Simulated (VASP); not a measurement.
Band structure of AlP (zinc blende). These are PBE GGA, VASP's PBE PAW potentials (set 64) (plane waves; VASP) values and carry that method's errors.

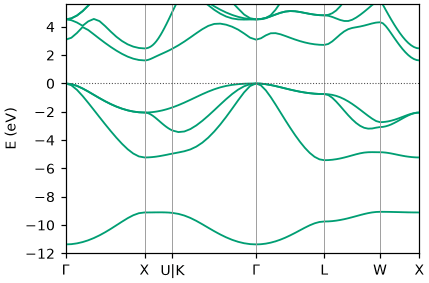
Figure: Bands along high-symmetry lines, zero at the valence-band maximum or, without a gap, the Fermi level

Task: Read the plot: is there a gap, and where are the band edges?

Result: The gap is indirect, 1.63 eV, from the valence maximum at Γ to the conduction minimum at X. (Edges off the drawn lines would not show.)

Measured: gap 2.54 eV (computed value off by -0.91 eV), as given by Wei Chen et al., Physical Review Materials (2018), doi:10.1103/physrevmaterials.2.073803 [zero-point renormalisation of 0.02 eV added back (the table's ZPR column)].

The compound is AlP in the zinc blende structure. It was relaxed first.
